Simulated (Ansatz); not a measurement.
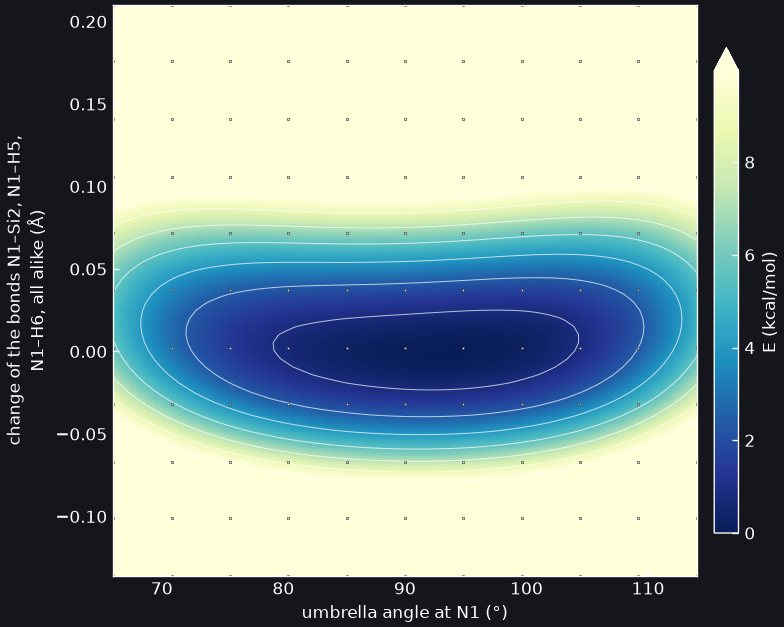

BH₅N₂Si, SMILES N[SiH]1BN1. 
- First axis: umbrella angle at N1 (between each of its bonds and their common axis; 90 is planar). Second axis: change of the bonds N1–Si2, N1–H5, N1–H6, all alike.
- Nothing is relaxed (all other coordinates rigid).
- The scan uses an 11 × 11 grid.
- Points are written as (first, second).
- Energies: kcal/mol, counted from the relaxed molecule at the same level.
- All numbers below come from RKS PBE0-D4/def2-TZVP in Ansatz 0.2.0.

Drawn: a smooth colour map with a few white contour lines, dots at the grid points, one colour for all values above the top of the scale. Between grid points the surface is interpolated.

Estimate the position of the minimum and the force constants in these coordinates.

Answer. The interpolated minimum is at the first coordinate ≈ 93.9°, the second coordinate ≈ 0.000 Å. The curvatures there are about 1.3 eV/rad² and 124 eV/Å², with a cross term of about −2.4 eV/(rad·Å). Round the minimum the valley is somewhat tilted: raising the first coordinate shifts the best value of the second coordinate upwards (coupling k₁₂/√(k₁₁k₂₂) about −0.2). (1 eV is 23.1 kcal/mol.)
